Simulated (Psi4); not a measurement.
# AlClF2 (SMILES [F][Al]([F])[Cl]) at PBE/def2-TZVP (sweep point 3)

What is the vertical singlet–triplet gap of AlClF2 at PBE/def2-TZVP (sweep point 3)? 

The results are computed with Psi4 1.11.

**1. Starting point**

The species is AlClF2 (4 atoms), meant as a singlet with charge 0. SMILES: `[F][Al]([F])[Cl]`. The coordinates come from a PBE0-D4/def2-TZVP relaxation.

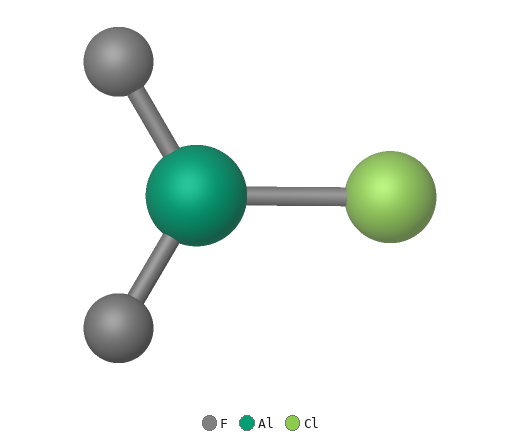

Viewed from a chosen angle; fluorine grey, aluminium teal, chlorine green.

**2. The energy at PBE/def2-TZVP (sweep point 3)**

calc.in

```
memory 1600 mb

molecule geom {
  0 1
  F      0.997200     0.721760     1.149640
  Al     0.069280    -0.050750     0.053570
  F      0.273490    -1.653820    -0.164660
  Cl    -1.339980     0.982810    -1.038560
  symmetry c1
}

set basis def2-TZVP
set reference rks
set puream true
set scf_type pk
set dft_radial_points 99
set dft_spherical_points 590

result, w = energy("pbe", return_wfn=True)
```

Run with:

```bash
$ psi4 calc.in calc.out -n 1
```

calc.out:

```text
[...]
  Running in c1 symmetry.
[...]
  Nuclear repulsion =  198.347935170660406
[...]
  Multiplicity = 1
[...]
  Nalpha       = 24
  Nbeta        = 24
[...]
    Number of basis functions: 136
[...]
   @RKS iter   1:  -901.93621527979951   -3.38123e-01   6.07974e-03 DIIS/ADIIS
[...]
   @RKS iter   8:  -902.13912404041389   -9.29186e-07   6.38782e-07 DIIS
[...]
    Orbital Energies [Eh]
    ---------------------
    Doubly Occupied:
       1A   -100.672492     2A    -55.436194     3A    -24.247077
       4A    -24.247072     5A     -9.188133     6A     -7.007465
       7A     -7.003491     8A     -7.002573     9A     -3.995367
      10A     -2.602548    11A     -2.595343    12A     -2.594764
      13A     -1.075068    14A     -1.066860    15A     -0.764303
      16A     -0.445596    17A     -0.407210    18A     -0.392003
      19A     -0.384546    20A     -0.370111    21A     -0.363043
      22A     -0.362534    23A     -0.319541    24A     -0.311084
[...]
  @RKS Final Energy:  -902.13912404041389
   => Energetics <=
    Nuclear Repulsion Energy =            198.3479351706604064
    One-Electron Energy =               -1647.3898526762563961
    Two-Electron Energy =                 614.3865864904782939
    DFT Exchange-Correlation Energy =     -67.4837930252961087
    Empirical Dispersion Energy =           0.0000000000000000
    VV10 Nonlocal Energy =                  0.0000000000000000
    Total Energy =                       -902.1391240404138898
[...]
 Multipole Moments:
 ------------------------------------------------------------------------------------
     Multipole            Electronic (a.u.)      Nuclear  (a.u.)        Total (a.u.)
 ------------------------------------------------------------------------------------
 L = 1.  Multiply by 2.5417464519 to convert [e a0] to [Debye]
 Dipole X            :          0.6878064           -0.8142203           -0.1264138
 Dipole Y            :         -0.5042900            0.5972125            0.0929225
 Dipole Z            :          0.5327275           -0.6311056           -0.0983781
 Magnitude           :                                                    0.1851845
[...]
```

Wall time 19 s (1 thread of Intel Xeon Platinum 8259CL at 2.50GHz (Skylake/Cascade Lake), shared host); peak memory 0.98 GiB.

**3. The triplet**

input.dat

```
memory 1600 mb

molecule {
  0 3
  F      0.997200     0.721760     1.149640
  Al     0.069280    -0.050750     0.053570
  F      0.273490    -1.653820    -0.164660
  Cl    -1.339980     0.982810    -1.038560
  symmetry c1
}

set reference uks
set puream true
set scf_type pk
set dft_radial_points 99
set dft_spherical_points 590
set maxiter 100

energy('pbe/def2-TZVP')
```

Run with:

```bash
$ psi4 -i input.dat -o output.dat -n 1
```

output.dat:

```text
[...]
  Running in c1 symmetry.
[...]
  Nuclear repulsion =  198.347935170660406
[...]
  Multiplicity = 3
[...]
  Nalpha       = 25
  Nbeta        = 23
[...]
    Number of basis functions: 136
[...]
   @UKS iter   1:  -901.61591028414352   -1.78176e-02   6.42270e-03 ADIIS/DIIS
[...]
   @UKS iter  13:  -901.90104929131519   -6.05166e-09   6.11203e-07 DIIS
[...]
   @S^2 Observed:                2.003109414E+00
[...]
    Orbital Energies [Eh]
    ---------------------
    Alpha Occupied:
       1A   -100.754836     2A    -55.401292     3A    -24.268203
       4A    -24.268199     5A     -9.269623     6A     -7.095439
       7A     -7.084248     8A     -7.081313     9A     -3.962439
      10A     -2.565641    11A     -2.565118    12A     -2.563512
      13A     -1.092395    14A     -1.084867    15A     -0.842457
      16A     -0.466430    17A     -0.426568    18A     -0.426237
      19A     -0.407129    20A     -0.401083    21A     -0.395852
      22A     -0.386478    23A     -0.379553    24A     -0.375268
      25A     -0.106805
    Alpha Virtual:
[...]
  @UKS Final Energy:  -901.90104929131519
   => Energetics <=
    Nuclear Repulsion Energy =            198.3479351706604064
    One-Electron Energy =               -1646.0790275258475504
    Two-Electron Energy =                 613.2166067462851515
    DFT Exchange-Correlation Energy =     -67.3865636824130831
    Empirical Dispersion Energy =           0.0000000000000000
    VV10 Nonlocal Energy =                  0.0000000000000000
    Total Energy =                       -901.9010492913151893
[...]
 Multipole Moments:
 ------------------------------------------------------------------------------------
     Multipole            Electronic (a.u.)      Nuclear  (a.u.)        Total (a.u.)
 ------------------------------------------------------------------------------------
 L = 1.  Multiply by 2.5417464519 to convert [e a0] to [Debye]
 Dipole X            :          0.0760767           -0.8142203           -0.7381436
 Dipole Y            :         -0.0562801            0.5972125            0.5409324
 Dipole Z            :          0.0598248           -0.6311056           -0.5712808
 Magnitude           :                                                    1.0788075
[...]
```

Wall time 38 s (1 thread of Intel Xeon Platinum 8259CL at 2.50GHz (Skylake/Cascade Lake), shared host); peak memory 0.98 GiB.

**4. Summary of results**

Level: PBE/def2-TZVP (sweep point 3).

```
                                        quantity          value
                           singlet: total energy  -902.13912 Eh
                          singlet: dipole moment         0.47 D
                            singlet: HOMO energy       -8.47 eV
                            singlet: LUMO energy       -2.26 eV
                          singlet: HOMO–LUMO gap        6.20 eV
                           triplet: total energy  -901.90105 Eh
                          triplet: dipole moment         2.74 D
     triplet: HOMO energy (highest over α and β)       -2.91 eV
                                   triplet: ⟨S²⟩          2.003
vertical energy of the triplet above the singlet       6.478 eV
```

At this shape the triplet lies 6.48 eV (625 kJ/mol) above the singlet.
